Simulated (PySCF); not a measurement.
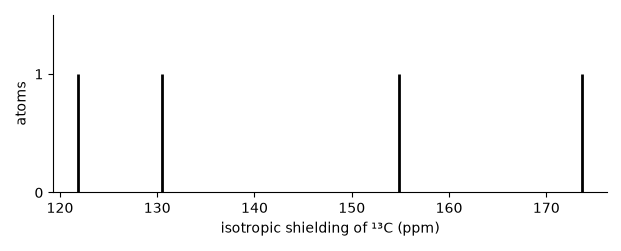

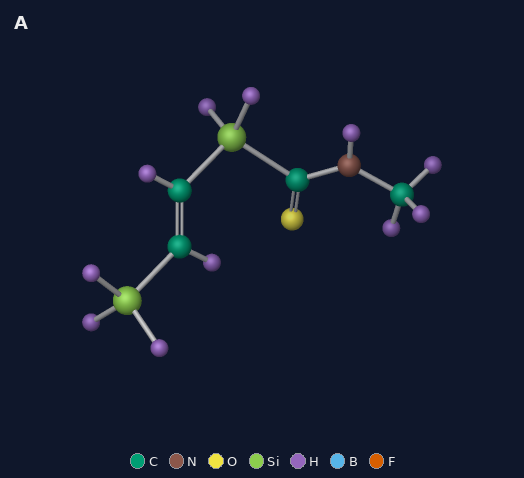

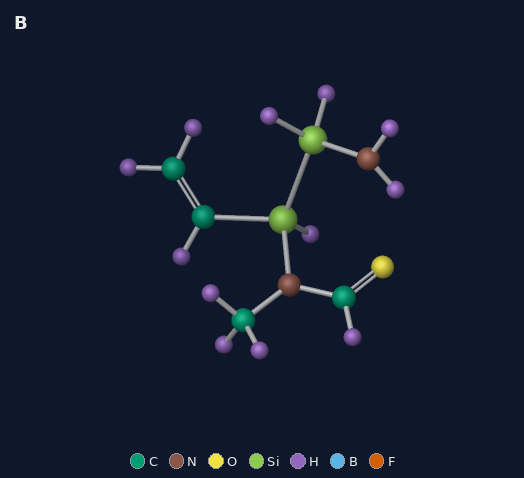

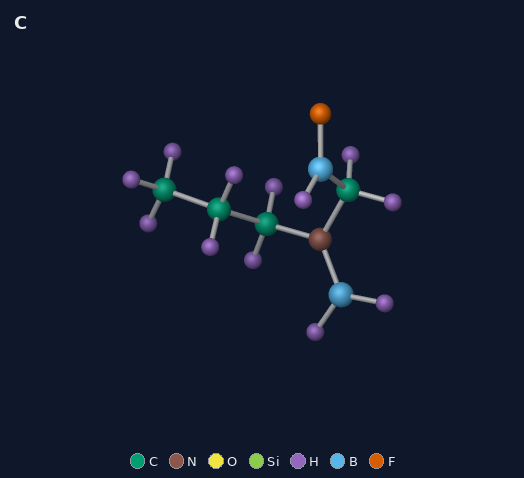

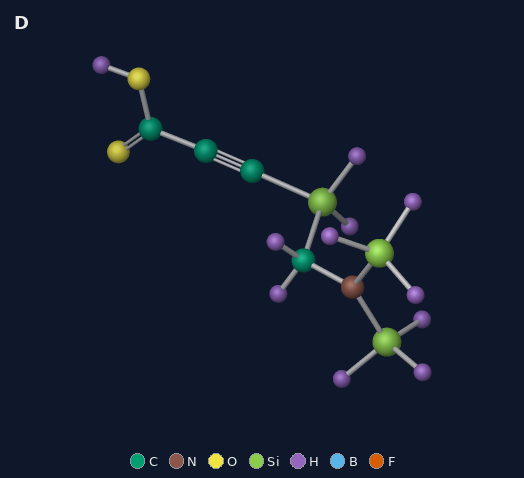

The sticks are computed shieldings of one of the molecules, for one fixed geometry (GFN2-xTB) without averaging over rotations. Low shielding means a high chemical shift. Method: GIAO PBE0/pcSseg-1 NMR shielding, non-relativistic, gas phase (PySCF 2.14.0).

Question: Match the spectrum to a structure.

Answer: C, `BN(CBF)CCC`. Its 4 C atoms give lines at 121.9, 130.5, 154.9, 173.6 ppm.

The geometry is semi-empirical. Around B, Si such bond lengths and angles can be off by a tenth of an ångström or more and by several degrees, and values that hang on the shape move with them.
